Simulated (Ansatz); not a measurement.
Input

```
crystal:
  periodic: [false, false, false]
  atoms:
    - { symbol: Ge, position_ang: [-0.150797, -0.05642, 0.001447] }
    - { symbol: F, position_ang: [-0.304718, -0.128297, 1.713806] }
    - { symbol: O, position_ang: [1.574898, -0.102817, -0.44022] }
    - { symbol: H, position_ang: [1.754623, -0.983452, -0.825829] }
    - { symbol: O, position_ang: [-1.028517, 1.324789, -0.662108] }
    - { symbol: H, position_ang: [-1.801007, 0.972834, -1.148178] }
    - { symbol: O, position_ang: [-0.888364, -1.573581, -0.592738] }
    - { symbol: H, position_ang: [-1.26373, -2.075305, 0.15609] }
    - { symbol: O, position_ang: [1.441726, 2.035789, 1.364577] }
    - { symbol: H, position_ang: [2.088157, 1.458874, 0.907946] }
    - { symbol: H, position_ang: [1.090828, 1.431386, 2.066807] }
basis:
  gaussian: { orbitals: def2-SVP }
hamiltonian:
  xc: pbe
  dispersion: d4
relax:
  f_tol: 0.03
  max_steps: 50
output:
  orbitals: {}
```

Launched as:

```sh
ansatz run input.yaml --threads 4 --pin off --max-ram 5120MiB --backend cpu --events-out ev --progress --plain --runs-dir out
```

The fields are those of the run's last geometry, not of the input's.

Computed with RKS PBE-D4/def2-SVP in Ansatz 0.2.0.

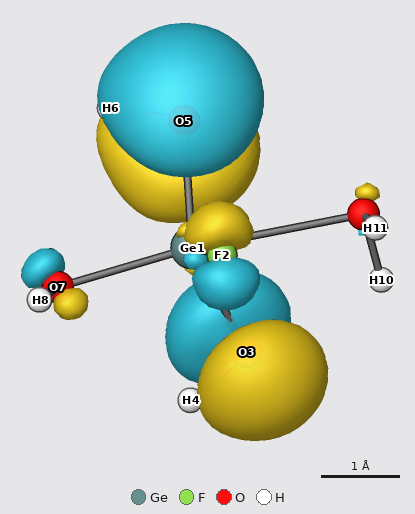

FGeH$_{5}$O$_{4}$. The HOMO−1 at ±0.1 Å⁻³ᐟ² (yellow and cyan are the two phases), seen at a tilt.

What is the character of this orbital?

Its weight (Hirshfeld) is mainly on O5 (about 60 %) and O3 (about 25 %). Its energy is −7.00 eV.
